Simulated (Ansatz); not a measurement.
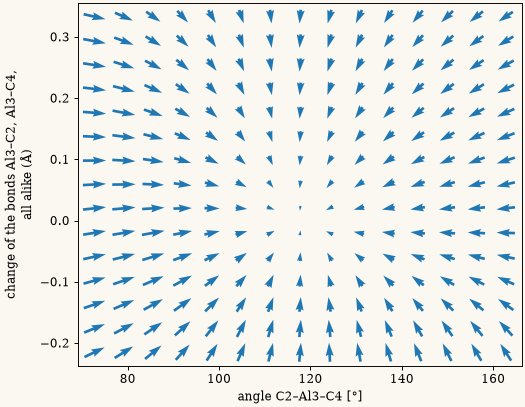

C3H4Al, SMILES C#[C][Al][CH3], spin multiplicity 2. The first coordinate is: angle C2–Al3–C4; the second: change of the bonds Al3–C2, Al3–C4, all alike. Nothing is relaxed (all other coordinates rigid). The grid has 15 × 15 points. Points are written as (first, second). These are results of UHF/def2-SVP (Ansatz 0.2.0), not measurements.

The picture shows arrows along the force (downhill), their lengths compressed.

Q: The arrows alone are given. Where is the energy lowest?

A: The arrows converge at about (118°, 0.000 Å) (read from the interpolated surface).

The energy map of the same scan:

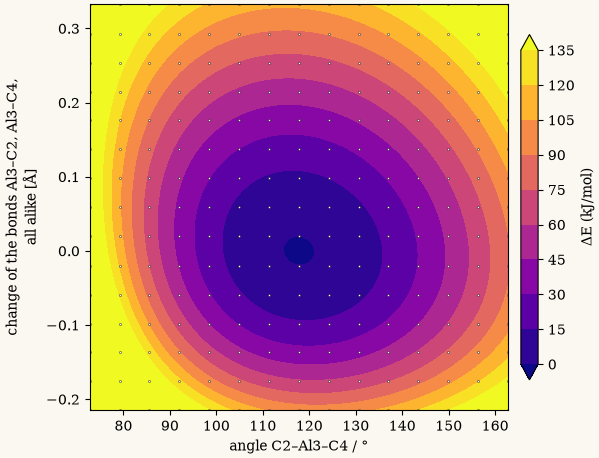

Energies are in kJ/mol, from the lowest grid point; between grid points the surface is interpolated.
